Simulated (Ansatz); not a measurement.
**C₂H₅NO (SMILES C=NCO): density, localisation and related maps**

Input

```
crystal:
  periodic: [false, false, false]
  atoms:
    - { symbol: C, position_ang: [-1.3691, -0.2547, 0.1798] }
    - { symbol: "N", position_ang: [-0.4844, -0.3973, -0.6941] }
    - { symbol: C, position_ang: [0.6902, 0.3639, -0.3944] }
    - { symbol: O, position_ang: [1.5414, -0.1691, 0.6877] }
    - { symbol: H, position_ang: [-2.3813, -0.732, 0.0262] }
    - { symbol: H, position_ang: [-1.3186, 0.4599, 1.0511] }
    - { symbol: H, position_ang: [0.523, 1.4133, -0.15] }
    - { symbol: H, position_ang: [1.4079, 0.3871, -1.2711] }
    - { symbol: H, position_ang: [1.4793, -1.1174, 0.5478] }
basis:
  gaussian: { orbitals: def2-SVP }
hamiltonian:
  xc: pbe
  dispersion: d4
relax:
  f_tol: 0.015
  max_steps: 40
output:
  orbitals: {}
```

Run with:

```sh
ansatz run input.yaml --threads 1 --pin off --max-ram 2048MiB --backend cpu --events-out ev --progress --plain --runs-dir out
```

The fields are those of the relaxed geometry.

All numbers below come from RKS PBE-D4/def2-SVP in Ansatz 0.2.0.

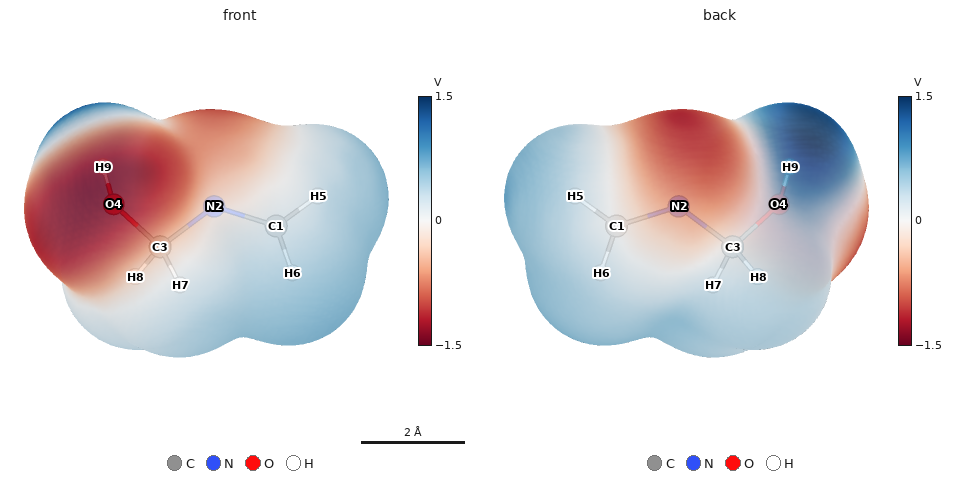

Figure 1. The electrostatic potential painted on the density surface at 0.001 e/bohr³, seen from the front and from behind; the colour scale runs from red (negative) to blue (positive).

Q: Describe the electrostatic potential map.

A: The most negative region (about −1.4 V) lies over O4, the most positive (about +1.5 V) over H9. O4 is the likeliest acceptor of a hydrogen bond.

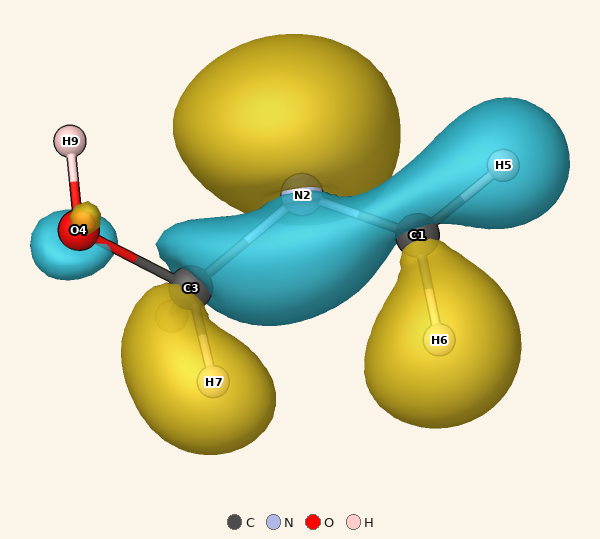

Figure 2. The HOMO at ±0.1 Å⁻³ᐟ² (yellow and cyan are the two phases), seen across its widest extent.

Q: What is the character of this orbital?

A: It lies mainly on N2 (about 60 %), C1 (about 10 %), C3 (about 10 %) and H6 (about 5 %). Its energy is −6.04 eV.

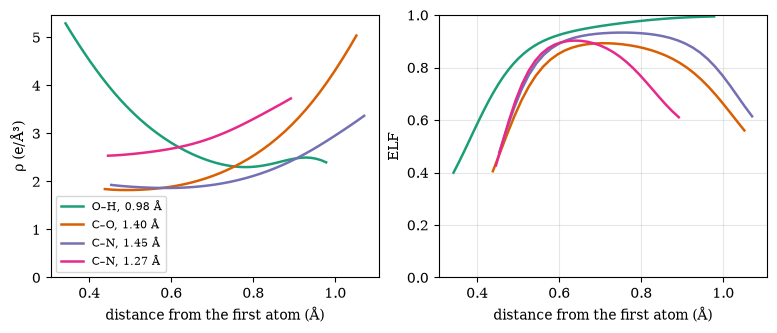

Figure 3. Electron density and ELF along straight lines between neighbouring atoms. The curves leave out the atomic cores.

Q: What kind of bonding do the profiles show?

A: O–H (0.98 Å): ρ at the midpoint is about 3.6 e/Å³; the ELF climbs to about 1 towards the hydrogen, as it does in any bond to H; an ordinary covalent bond to hydrogen.
C–O (1.40 Å): the density is about 2.1 e/Å³ at the midpoint, with its minimum of 1.8 e/Å³ about 0.5 Å from C; the ELF peaks at about 0.90 between the atoms: a shared but strongly polarised pair.
C–N (1.45 Å): ρ at the midpoint is about 2 e/Å³; the ELF peaks at about 0.95 between the atoms; a covalent bond.
C–N (1.27 Å): ρ is about 2.7 e/Å³ halfway; the ELF peaks at about 0.90 between the atoms, as expected for localised, covalent bonding.

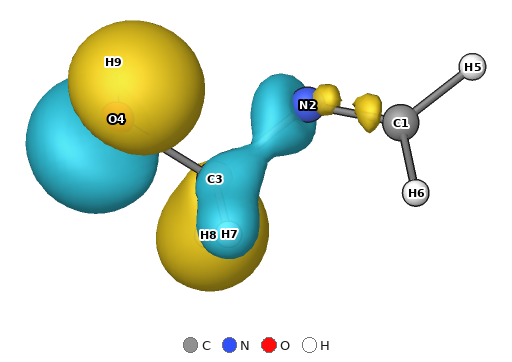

Figure 4. The HOMO−1 at ±0.15 Å⁻³ᐟ² (yellow and cyan are the two phases), seen at a tilt.

Q: Describe this orbital and give its energy.

A: It lies mainly on O4 (about 70 %), C3 (about 10 %) and H8 (about 10 %); largely a lone pair of O4. Its energy is −6.10 eV.
